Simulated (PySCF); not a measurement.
Si(F)(Br)(Et)(Vi), SMILES C=C[Si](F)(Br)CC at its GFN2-xTB optimised geometry (Å):

```
15

C      0.2620    -3.4259     2.3111
C     -0.5506    -2.8847     1.4166
Si     0.0380    -1.8122     0.0000
F      1.6510    -1.8122     0.0000
Br    -0.4887    -2.7723    -1.9285
C     -0.5598    -0.0148     0.0000
C     -0.0471     0.7821    -1.1986
H      1.3278    -3.2703     2.2741
H     -0.0987    -4.0487     3.1144
H     -1.6136    -3.0748     1.4905
H     -0.2301     0.4696     0.9212
H     -1.6510     0.0143     0.0086
H     -0.4038     0.3516    -2.1324
H     -0.3936     1.8122    -1.1460
H      1.0408     0.7889    -1.2193
```

Calculation: PBE0/def2-TZVP (PySCF).

Map of the deformation density (molecule minus spherical neutral atoms) (e/bohr³) on the plane z = 0.6 Å:

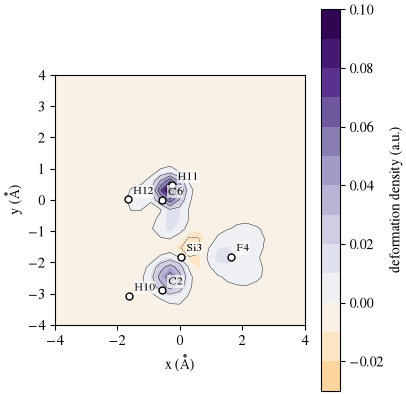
*Deformation density (molecule minus spherical neutral atoms) (e/bohr³) on the plane z = 0.6 Å.*
